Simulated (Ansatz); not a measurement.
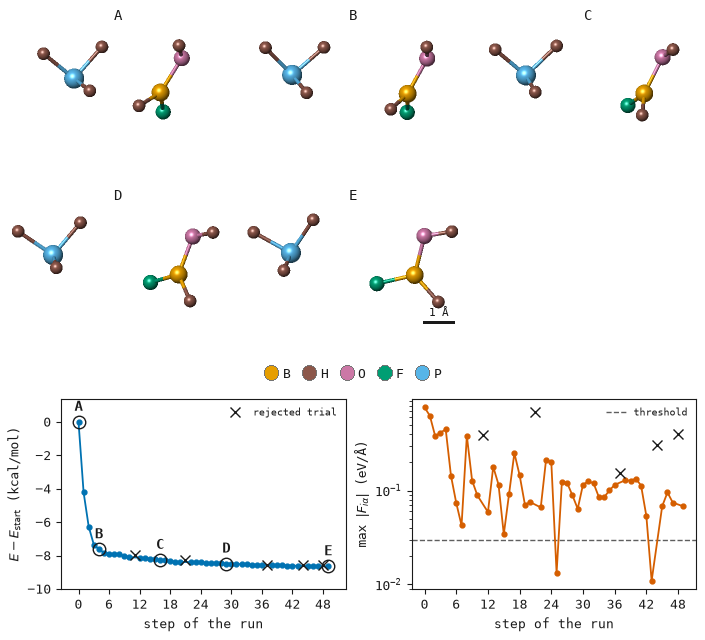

Frames of a relaxation of BPH$_{5}$OF, marked on the history of the run. Style: ball-and-stick. Shown at a tilt.

The run prepares an end point of a later path (reaction) calculation, from a guessed geometry.

These are results of Ansatz, RHF/6-31G*, not measurements.

Input
```yaml
crystal:
  periodic: [false, false, false]
  atoms:
    - { symbol: B, position_ang: [-0.038719, -0.308085, -0.182188] }
    - { symbol: H, position_ang: [-0.047033, -0.596856, 0.96917] }
    - { symbol: O, position_ang: [1.019621, -0.490723, -0.980841] }
    - { symbol: H, position_ang: [1.763112, -0.897657, -0.559891] }
    - { symbol: F, position_ang: [-1.115001, 0.238848, -0.70174] }
    - { symbol: P, position_ang: [-0.0645, 2.495016, 1.205364] }
    - { symbol: H, position_ang: [0.934926, 3.017804, 2.042222] }
    - { symbol: H, position_ang: [0.760821, 2.386601, 0.077418] }
    - { symbol: H, position_ang: [0.095973, 1.15725, 1.625187] }
basis:
  gaussian: { orbitals: "6-31G*" }
hamiltonian:
  xc: hf
relax:
  f_tol: 0.03
  max_steps: 50
```

Launched with:
```bash
ansatz run input.yaml --threads 1 --pin off --max-ram 2048MiB --backend cpu --events-out ev --progress --plain --runs-dir out
```

**Describe the path.**

The relaxation stopped without meeting its thresholds, so the last structure isn't shown to be converged. It used up its limit of 50 steps. After 44 accepted moves (49 points after the start) the energy has fallen by 8.65 kcal/mol. Largest force component: 0.77 eV/Å at the start, 0.068 eV/Å at the end. The line search rejected the trial steps at points 11, 21, 37, 44, 48 of the run. The forces were under the threshold at step 25, but the run went on from there. The atom that moves furthest after the best rigid fit is H2 (2.21 Å). By element the largest moves are H 2.21 Å, F 1.44 Å, P 0.76 Å, B 0.76 Å, O 0.52 Å. Some distances before and after: P6–H9 1.411 → 1.402 Å, B1–F5 1.314 → 1.318 Å. From step 0 to 4: H9 moves most (0.66 Å), energy −7.63 kcal/mol. From step 4 to 16: H2 moves most (0.60 Å), energy −0.64 kcal/mol. From step 16 to 29: H2 moves most (0.62 Å), energy −0.22 kcal/mol. From step 29 to 49: F5 moves most (0.74 Å), energy −0.16 kcal/mol.
